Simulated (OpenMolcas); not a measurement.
**Hf³⁺ among point charges: CASSCF levels and susceptibility**

How does a field of 2 point charges split the states of Hf³⁺, and what χT follows?

Program: OpenMolcas 26.06. Level of theory: state-averaged CASSCF, spin-orbit coupling by RASSI with atomic mean-field integrals. These are calculated values, not measurements, unless marked.

1 further run of the same task is left out (it didn't finish).

### 1 Starting point

- Species: Hf³⁺ (hafnium, Z = 72, 69 electrons)
- Basis: ANO-RCC-VTZP [8s7p5d3f2g1h], 104 functions
- Scalar Hamiltonian: DKH2, point nucleus
- Inactive shells: 1s 2s 2p 3s 3p 3d 4s 4p 4d 4f 5s 5p
- Active space: 1 electron in 5 orbitals (5d)
- Some configurations of this space: 5d
- Orbitals: optimised for each spin and parity, averaged over all roots

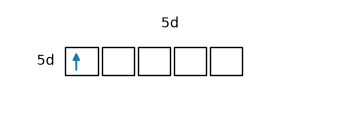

Outer shells as boxes.

The ion sits among 2 point charges of -2 e arranged as a linear pair (D∞h), 1.73 Å from the ion. The active orbitals were held to one l.

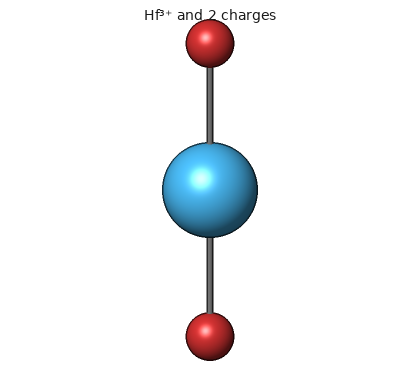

The ion and the point charges (red).

Each step is its own input file, run in one work folder so that later steps find the files of earlier ones. Labels, J, g values, rates, χT and fits are worked out afterwards by a script from the matrices that RASSI stores. The input lists half of the charges; inversion (Group=XYZ) makes the rest.

### 2 One- and two-electron integrals

The input, a.inp:

```
&GATEWAY
Coord
1

Hf 0.0 0.0 0.0
Basis=ANO-RCC-VTZP
Group=XYZ
NoMove
AngMom=0.0 0.0 0.0
AMFI
XField
1 Angstrom 0
0.000000 0.000000 1.730000 -2.000000
&SEWARD
```

Started as:

```sh
> OMP_NUM_THREADS=1 MOLCAS_MEM=1689 MOLCAS_PROJECT=a pymolcas a.inp > a.log
```

### 3 Reference wave functions, doublets of even parity, 5 roots

The input, a.inp:

```
&RASSCF
FileOrb=start.orb
Symmetry=1
Spin=2
nActEl=1 0 0
Inactive=15 19
Ras2=5 0
CIRoot=5 5 1
SDav=5
CIMx=300
Iter=120 100
PrWF=0.3
OrbListing=Nothing
MaxOrb=0
SupSym
1
25 4 5 6 7 8 10 11 12 13 14 16 17 18 19 20 24 25 26 27 28 29 30 31 32
33
0
>>> COPY $Project.JobIph JOB001
```

start.orb holds the contracted functions of the basis, ordered by shell, or the orbitals of the step before.

### 4 State interaction with spin-orbit coupling

The input, a.inp:

```
&RASSI
NrOfJobIphs=1 5
1 2 3 4 5
IphNames
JOB001
EJob
SpinOrbit
DIPRint=1.0
SOCoupling=1000.0
Subsets=2
Property=9
'ANGMOM' 1 'ANGMOM' 2 'ANGMOM' 3 'MLTPL  1' 1 'MLTPL  1' 2 'MLTPL  1' 3
'AMFI' 1 'AMFI' 2 'AMFI' 3
SOProperty=3
'ANGMOM' 1 'ANGMOM' 2 'ANGMOM' 3
```

**Question.** What will these runs give? Wanted: spin-free ground state; first state of the same spin within the active space; lowest level; next level.

As calculated:

```
                                            quantity                               value
                                              method                              CASSCF
                              spin-free ground state  2Delta, 2-fold in its orbital part
first state of the same spin within the active space                   2Pi at 31000 cm⁻¹
                                        lowest level        2-fold, g = 0.00, 0.00, 2.00
                                          next level                         3026.3 cm⁻¹
                                         χT at 300 K                      0.16 cm³ K/mol
                           effective moment at 300 K                             1.13 μB
```

What this shows: The spin-free ground state (2Delta) comes to 100 % from free-ion D terms and keeps the highest spin of the shell. χT at 300 K is 0.16, against 0.38 cm³ K/mol for the spin alone, so orbital moment lowers it. The field of point charges can differ much from that of real complexes. Point charges carry no covalency, so the field is a model and not that of real ligands.
